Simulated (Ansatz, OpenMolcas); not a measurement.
**Si2 (disilicon): methods side by side**

The species is Si2 (2 atoms), meant as a triplet with charge 0. As SMILES, `[Si]=[Si]`. The coordinates come from a GFN2-xTB relaxation.

```xyz
2

Si    0.0000    0.0000    0.0000
Si    0.0000    0.0000    2.1742
```

Quantity: the energy change with the Si1–Si2 bond stretched from 2.174 to 2.718 Å, in eV. The values are calculated.

| level | kind | program | value (eV) | CPU time (all runs) |
| --- | --- | --- | --- | --- |
| USVWN5/6-31G | LDA | Ansatz | 0.42 | 4 s |
| UPBE/6-31G | GGA | Ansatz | 0.31 | 7.9 s |
| UB3LYP/6-31G | global hybrid | Ansatz | 0.29 | 12 s |
| UBHLYP/6-31G | global hybrid | Ansatz | 0.42 | 9.8 s |
| UPBE0/6-31G | global hybrid | Ansatz | 0.40 | 6.9 s |
| UHSE06/6-31G | range-separated hybrid | Ansatz | 0.38 | 13 s |
| UMP2/6-31G | perturbation theory | Ansatz | 0.56 | 3.1 s |
| UCCSD/6-31G | coupled cluster or CI | Ansatz | 0.61 | 3.7 s |
| FCI/STO-3G | exact in the basis | OpenMolcas | 1.70 | 3.5 s |

The first shape isn't each level's own minimum. The values span 0.29 to 1.70 eV. Spin contamination of the reference (⟨S²⟩ at least 0.1 too high) touches UMP2/6-31G, UCCSD/6-31G. All rows use very small basis sets, so none should be taken for the real molecule's value. Times are those of the runs behind each value, whatever else they computed, on shared processors of several kinds: orders of magnitude only.

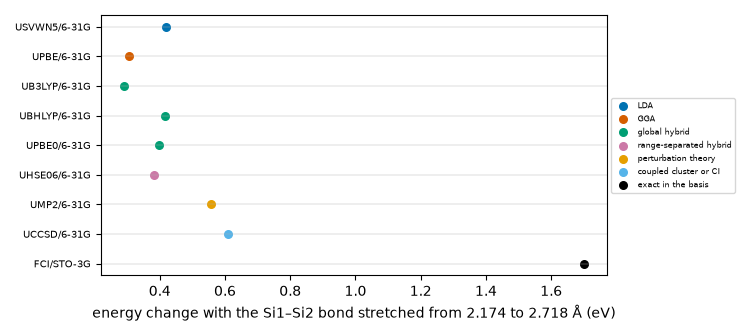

The values of the table, level by level.
